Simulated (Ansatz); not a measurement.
## A computed series for CdSe: response to strain

The parent structure is CdSe in the wurtzite structure (space group P6_3mc, No. 186; a = 4.3019 Å, c = 7.0210 Å).

Strains are applied to the cell and any free atomic positions relax.

Method: PBEsol/PAW in Ansatz (a first-principles code), no spin-orbit coupling.

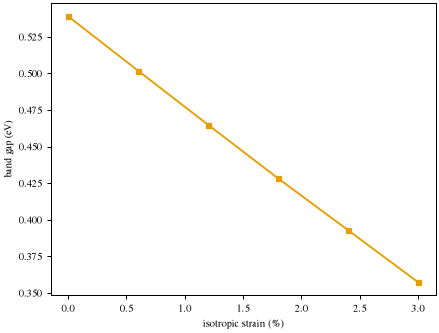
Figure: Band gap against isotropic strain

| isotropic strain (%) | band gap |
|---|---|
| 0.6 | 0.50 eV |
| 1.2 | 0.46 eV |
| 1.8 | 0.43 eV |
| 2.4 | 0.39 eV |
| 3 | 0.36 eV |

Whether these cells are dynamically stable was not tested.
